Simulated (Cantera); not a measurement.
Charge: 1 mol SiO2, 8.8 mol F2, 91 mol HCl, equilibrated at 2.60 mbar.

These are equilibrium values from Cantera (NASA tables, ideal gas, pure condensed phases), not measurements of a reactor. Candidate condensed phases: H2O, Si, SiO2; 52 gas species. The tables' values for SiF3 are old estimates; treat these amounts as uncertain. The tables hold silica as quartz up to 1696 K and as liquid above; real silica turns to tridymite and cristobalite and melts near 1996 K. Rates play no part.

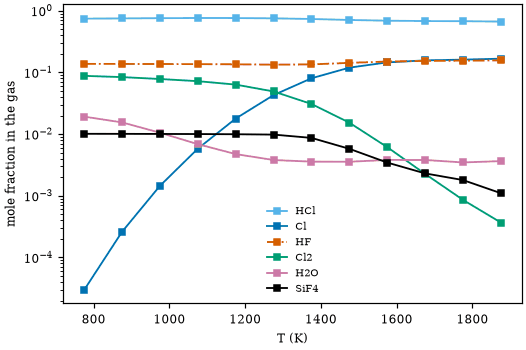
Figure. Equilibrium gas composition (values under 1e-9 drawn at 1e-9)

From 775 K to 1275 K nothing is condensed. From 1375 K to 1675 K the condensed part is SiO2(β-quartz). From 1775 K to 1875 K the condensed part is SiO2(condensed). The main Si-bearing gas is SiF4 at 775 K and SiO at 1875 K.
